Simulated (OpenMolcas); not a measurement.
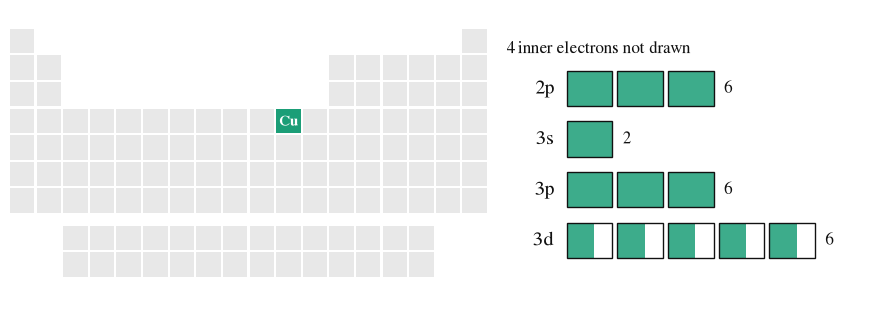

Left, the place of copper in the periodic table; right, the outer shells of the leading configuration of the lowest level: a box for each of the 2l + 1 orbitals, shaded by the share of the shell that is filled, with the electron count at the right.

Multiconfigurational calculation for Cu⁵⁺ (part 1 of 2)

- system: Cu⁵⁺.
- method: state-averaged RASSCF, active space 12 electrons in the shells 3p 3d; RAS1 3p with at most 2 holes, basis ANO-R2, X2C scalar Hamiltonian, spin-orbit coupling by RASSI with atomic mean-field integrals (OpenMolcas)

Input file:
```
&GATEWAY
Coord
1

Cu 0.0 0.0 0.0
Basis=ANO-R2
Group=XYZ
NoMove
AngMom=0.0 0.0 0.0
AMFI
&SEWARD
&RASSCF
FileOrb=start.orb
Symmetry=1
Spin=5
nActEl=6 0 0
Inactive=3 6
Ras2=5 0
CIRoot=5 5 1
SDav=5
CIMx=300
Iter=120 100
PrWF=0.3
OrbListing=Nothing
MaxOrb=0
Atom
>>> COPY $Project.JobIph JOBPRE
&RASSCF
FileOrb=start.orb
Symmetry=1
Spin=5
nActEl=12 2 0
Inactive=3 3
Ras1=0 3
Ras2=5 0
CIRoot=5 5 1
SDav=35
CIMx=300
Iter=120 100
PrWF=0.3
OrbListing=Nothing
MaxOrb=0
Thrs=2.0e-7 1.0e-1 5.0e-4
Atom
>>> COPY $Project.JobIph JOB001
&RASSCF
FileOrb=start.orb
Symmetry=1
Spin=3
nActEl=12 2 0
Inactive=3 3
Ras1=0 3
Ras2=5 0
CIRoot=45 45 1
SDav=180
CIMx=300
Iter=120 100
PrWF=0.3
OrbListing=Nothing
MaxOrb=0
Thrs=2.0e-7 1.0e-1 5.0e-4
Atom
>>> COPY $Project.JobIph JOB002
&RASSCF
FileOrb=start.orb
Symmetry=1
Spin=1
nActEl=12 2 0
Inactive=3 3
Ras1=0 3
Ras2=5 0
CIRoot=44 44 1
SDav=170
CIMx=300
Iter=120 100
PrWF=0.3
OrbListing=Nothing
MaxOrb=0
Thrs=2.0e-7 1.0e-1 5.0e-4
Atom
>>> COPY $Project.JobIph JOB003
&RASSI
NrOfJobIphs=3 5 45 44
1 2 3 4 5
1 2 3 4 5 6 7 8 9 10 11 12 13 14 15 16 17 18 19 20 21 22 23 24 25 26 27
28 29 30 31 32 33 34 35 36 37 38 39 40 41 42 43 44 45
1 2 3 4 5 6 7 8 9 10 11 12 13 14 15 16 17 18 19 20 21 22 23 24 25 26 27
28 29 30 31 32 33 34 35 36 37 38 39 40 41 42 43 44
IphNames
JOB001
JOB002
JOB003
EJob
SpinOrbit
DIPRint=1.0
SOCoupling=1000.0
Subsets=2
MEES
Property=10
'ANGMOM' 1 'ANGMOM' 2 'ANGMOM' 3 'MLTPL  1' 1 'MLTPL  1' 2 'MLTPL  1' 3
'AMFI' 1 'AMFI' 2 'AMFI' 3 'MLTPL  2' 6
SOProperty=3
'ANGMOM' 1 'ANGMOM' 2 'ANGMOM' 3
```

The file start.orb holds starting orbitals from an earlier step. A driver script formed the levels outside the program, from RASSI's spin-orbit matrix and the active-space energies, averaged over the components of each term or state.

Hardware: 1 thread of Intel Xeon (Sapphire Rapids), 64 GiB of memory available, shared host.

Command:
```bash
OMP_NUM_THREADS=1 MOLCAS_MEM=1689 MOLCAS_PROJECT=a pymolcas a.inp > a.log  # once for each step of the input, in one work folder
```

Output (extracts):
```
--- SEWARD ---
Basis set label: CU.ANO-R...6S4P4D2F1G.

      Electronic valence basis set:
      ------------------
      Associated Effective Charge  29.000000 au
      Associated Actual Charge     29.000000 au
      Nuclear Model: Finite nucleus - Gaussian distribution
        Gaussian exponent, Xi/bohr**(-2):  2.76660E+08

      Shell  nPrim  nBasis  Cartesian Spherical Contaminant
         s      21       6        X
         p      13       4        X
         d       9       4                 X
         f       5       2                 X
         g       4       1                 X
                  Relativistic X2C integrals
                  Atomic mean-field integrals
--- RASSCF ---
Wave function specifications:
      -----------------------------

      Number of closed shell electrons          12
      Number of electrons in active shells      12
      Max number of holes in RAS1 space          2
      Max nr of electrons in RAS3 space          0
      Number of inactive orbitals                6
      Number of active orbitals                  8
      Number of secondary orbitals              47
      Spin quantum number                      2.0
      State symmetry                             1
Orbital specifications:
      -----------------------

      Symmetry species                           1   2
                                                ag  au
      Frozen orbitals                            0   0
      Inactive orbitals                          3   3
      Active orbitals                            5   3
      RAS1 orbitals                              0   3
      RAS2 orbitals                              5   0
      RAS3 orbitals                              0   0
      Secondary orbitals                        27  20
      Deleted orbitals                           0   0
      Number of basis functions                 35  26
      Number of CSFs                            35
      Number of root(s) required                 5
      Iter CI   SX   CI       RASSCF       Energy    max ROT     max BLB   max BLB  Level Ln srch  Step   QN
          iter iter root      energy       change     param      element    value   shift minimum  type update
 Nr of preliminary CI iterations:   1
      Total energies have been shifted. Add                -1000.00 au
        1   1    7    0  -646.15474851    0.00E+00   5.62E-02    1   4 2  4.61E-03*  0.00   0.00    SX    NO
        2   1    7    0  -646.15560076   -8.52E-04*  4.12E-03    4  10 2  5.38E-04*  0.00   0.00    SX    NO
        3   1    6    0  -646.15560563   -4.87E-06*  4.45E-04    4  10 2 -2.23E-04   0.00   0.00    SX    NO
        4   1    6    0  -646.15560573   -9.43E-08   5.17E-05    4  10 2  1.21E-04   0.00   0.00    SX    NO
      Convergence after  4 iterations
        5   1    6    0  -646.15560574   -1.02E-08   5.17E-05    4  10 2 -5.85E-05   0.00   0.00    SX    NO
      Natural orbitals and occupation numbers for root  1
      sym 1:   1.002066   2.000000   1.000735   1.001796   1.001664
      sym 2:   1.997208   1.998195   1.998336
      Natural orbitals and occupation numbers for root  2
      sym 1:   1.000803   1.002066   1.001435   2.000000   1.001958
      sym 2:   1.998507   1.997951   1.997280
      Natural orbitals and occupation numbers for root  3
      sym 1:   1.002066   1.000736   1.001660   1.001800   2.000000
      sym 2:   1.998191   1.997209   1.998339
::    RASSCF root number  1 Total energy:  -1646.15560574
::    RASSCF root number  2 Total energy:  -1646.15560574
::    RASSCF root number  3 Total energy:  -1646.15560574
::    RASSCF root number  4 Total energy:  -1646.15560574
::    RASSCF root number  5 Total energy:  -1646.15560574
--- RASSCF ---
Wave function specifications:
      -----------------------------

      Number of closed shell electrons          12
      Number of electrons in active shells      12
      Max number of holes in RAS1 space          2
      Max nr of electrons in RAS3 space          0
      Number of inactive orbitals                6
      Number of active orbitals                  8
      Number of secondary orbitals              47
      Spin quantum number                      1.0
      State symmetry                             1
Orbital specifications:
      -----------------------

      Symmetry species                           1   2
                                                ag  au
      Frozen orbitals                            0   0
      Inactive orbitals                          3   3
      Active orbitals                            5   3
      RAS1 orbitals                              0   3
      RAS2 orbitals                              5   0
      RAS3 orbitals                              0   0
      Secondary orbitals                        27  20
      Deleted orbitals                           0   0
      Number of basis functions                 35  26
      Number of CSFs                           180
      Number of root(s) required                45
      Iter CI   SX   CI       RASSCF       Energy    max ROT     max BLB   max BLB  Level Ln srch  Step   QN
          iter iter root      energy       change     param      element    value   shift minimum  type update
 Nr of preliminary CI iterations:   1
      Total energies have been shifted. Add                -1000.00 au
        1   1    7    0  -645.93549224    0.00E+00  -5.37E-03    5  13 1 -1.87E-02*  0.00   0.00    SX    NO
        2   1    8    0  -645.93612090   -6.29E-04* -1.34E-03    6  11 2 -1.01E-02*  0.00   0.00    SX    NO
        3   1    7    0  -645.93617786   -5.70E-05* -7.47E-04    6  11 2  4.04E-03*  0.00   0.00    SX    NO
        4   1    7    0  -645.93619154   -1.37E-05*  3.65E-04    6  11 2 -2.17E-03*  0.00   0.00    SX    NO
        5   1    7    0  -645.93619501   -3.47E-06*  1.23E-04    6  11 2  1.08E-03*  0.00   0.66    QN   YES
        6   1    3    0  -645.93619619   -1.18E-06*  3.20E-07    6   8 2  1.54E-06   0.00   1.00    QN   YES
        7   1    2    0  -645.93619619   -1.36E-12  -2.94E-08    6   8 2  2.45E-07   0.00   0.50    QN   YES
      Convergence after  7 iterations
        8   1    2    0  -645.93619619   -2.73E-12  -2.94E-08    1   7 2 -9.96E-08   0.00   0.50    QN   YES
      Natural orbitals and occupation numbers for root  1
      sym 1:   1.195430   1.216597   1.216597   1.188374   1.195430
      sym 2:   1.996296   1.994980   1.996296
      Natural orbitals and occupation numbers for root  2
      sym 1:   1.216597   1.188374   1.195430   1.216597   1.195430
      sym 2:   1.996296   1.996296   1.994980
      Natural orbitals and occupation numbers for root  3
      sym 1:   1.188374   1.195430   1.195430   1.216597   1.216597
      sym 2:   1.994980   1.996296   1.996296
::    RASSCF root number  1 Total energy:  -1646.01065914
::    RASSCF root number  2 Total energy:  -1646.01065914
::    RASSCF root number  3 Total energy:  -1646.01065914
::    RASSCF root number  4 Total energy:  -1645.99858172
::    RASSCF root number  5 Total energy:  -1645.99858172
::    RASSCF root number  6 Total energy:  -1645.99858172
::    RASSCF root number  7 Total energy:  -1645.99858172
::    RASSCF root number  8 Total energy:  -1645.99858172
::    RASSCF root number  9 Total energy:  -1645.99858172
::    RASSCF root number 10 Total energy:  -1645.99858172
::    RASSCF root number 11 Total energy:  -1645.99858172
::    RASSCF root number 12 Total energy:  -1645.99858172
::    RASSCF root number 13 Total energy:  -1645.99858172
::    RASSCF root number 14 Total energy:  -1645.99858172
::    RASSCF root number 15 Total energy:  -1645.99510206
::    RASSCF root number 16 Total energy:  -1645.99510206
::    RASSCF root number 17 Total energy:  -1645.99510206
::    RASSCF root number 18 Total energy:  -1645.99510206
::    RASSCF root number 19 Total energy:  -1645.99510206
::    RASSCF root number 20 Total energy:  -1645.99510206
::    RASSCF root number 21 Total energy:  -1645.99510206
::    RASSCF root number 22 Total energy:  -1645.96866603
::    RASSCF root number 23 Total energy:  -1645.96866603
::    RASSCF root number 24 Total energy:  -1645.96866603
::    RASSCF root number 25 Total energy:  -1645.96866603
::    RASSCF root number 26 Total energy:  -1645.96866603
::    RASSCF root number 27 Total energy:  -1645.96866603
::    RASSCF root number 28 Total energy:  -1645.96866603
::    RASSCF root number 29 Total energy:  -1645.96866603
::    RASSCF root number 30 Total energy:  -1645.96866603
--- RASSCF ---
Wave function specifications:
      -----------------------------

      Number of closed shell electrons          12
      Number of electrons in active shells      12
      Max number of holes in RAS1 space          2
      Max nr of electrons in RAS3 space          0
      Number of inactive orbitals                6
      Number of active orbitals                  8
      Number of secondary orbitals              47
      Spin quantum number                      0.0
      State symmetry                             1
Orbital specifications:
      -----------------------

      Symmetry species                           1   2
                                                ag  au
      Frozen orbitals                            0   0
      Inactive orbitals                          3   3
      Active orbitals                            5   3
      RAS1 orbitals                              0   3
      RAS2 orbitals                              5   0
      RAS3 orbitals                              0   0
      Secondary orbitals                        27  20
      Deleted orbitals                           0   0
      Number of basis functions                 35  26
      Number of CSFs                           170
      Number of root(s) required                44
      Iter CI   SX   CI       RASSCF       Energy    max ROT     max BLB   max BLB  Level Ln srch  Step   QN
          iter iter root      energy       change     param      element    value   shift minimum  type update
 Nr of preliminary CI iterations:   1
      Total energies have been shifted. Add                -1000.00 au
        1   1    6    0  -645.86398492    0.00E+00  -1.98E-03    8  12 1  6.85E-03*  0.00   0.00    SX    NO
        2   1    7    0  -645.86405795   -7.30E-05*  4.90E-04    6  11 2 -2.91E-03*  0.00   0.00    SX    NO
        3   1    7    0  -645.86406437   -6.42E-06*  2.75E-04    6  11 2  1.18E-03*  0.00   0.00    SX    NO
        4   1    7    0  -645.86406594   -1.56E-06* -1.35E-04    6  11 2 -6.34E-04*  0.00   0.00    SX    NO
        5   1    6    0  -645.86406634   -4.00E-07* -4.58E-05    6  11 2  3.16E-04   0.00   0.66    QN   YES
        6   1    2    0  -645.86406647   -1.38E-07  -8.66E-08    6   8 2  5.63E-07   0.00   1.00    QN   YES
      Convergence after  6 iterations
        7   1    2    0  -645.86406647   -3.41E-12  -8.66E-08    3  10 1 -2.02E-07   0.00   1.00    QN   YES
      Natural orbitals and occupation numbers for root  1
      sym 1:   1.101487   1.514255   0.713827   1.401118   1.278935
      sym 2:   1.997110   1.996998   1.996270
      Natural orbitals and occupation numbers for root  2
      sym 1:   1.001404   1.590509   1.227187   0.743917   1.446605
      sym 2:   1.996888   1.996362   1.997128
      Natural orbitals and occupation numbers for root  3
      sym 1:   0.785382   1.718988   1.359471   0.860063   1.285718
      sym 2:   1.996885   1.996963   1.996529
::    RASSCF root number  1 Total energy:  -1645.93269704
::    RASSCF root number  2 Total energy:  -1645.93269704
::    RASSCF root number  3 Total energy:  -1645.93269704
::    RASSCF root number  4 Total energy:  -1645.93269704
::    RASSCF root number  5 Total energy:  -1645.93269704
::    RASSCF root number  6 Total energy:  -1645.93269704
::    RASSCF root number  7 Total energy:  -1645.93269704
::    RASSCF root number  8 Total energy:  -1645.93269704
::    RASSCF root number  9 Total energy:  -1645.93269704
::    RASSCF root number 10 Total energy:  -1645.92065888
::    RASSCF root number 11 Total energy:  -1645.92065888
::    RASSCF root number 12 Total energy:  -1645.92065888
::    RASSCF root number 13 Total energy:  -1645.92065888
::    RASSCF root number 14 Total energy:  -1645.92065888
::    RASSCF root number 15 Total energy:  -1645.92065888
::    RASSCF root number 16 Total energy:  -1645.92065888
::    RASSCF root number 17 Total energy:  -1645.92065888
::    RASSCF root number 18 Total energy:  -1645.92065888
::    RASSCF root number 19 Total energy:  -1645.92065888
::    RASSCF root number 20 Total energy:  -1645.92065888
::    RASSCF root number 21 Total energy:  -1645.92065888
::    RASSCF root number 22 Total energy:  -1645.92065888
::    RASSCF root number 23 Total energy:  -1645.91583841
::    RASSCF root number 24 Total energy:  -1645.88355951
::    RASSCF root number 25 Total energy:  -1645.88355951
::    RASSCF root number 26 Total energy:  -1645.88355951
::    RASSCF root number 27 Total energy:  -1645.88355951
::    RASSCF root number 28 Total energy:  -1645.88355951
::    RASSCF root number 29 Total energy:  -1645.83056293
::    RASSCF root number 30 Total energy:  -1645.83056293
```

(Continued in part 2.) Outcome of the run: converged.
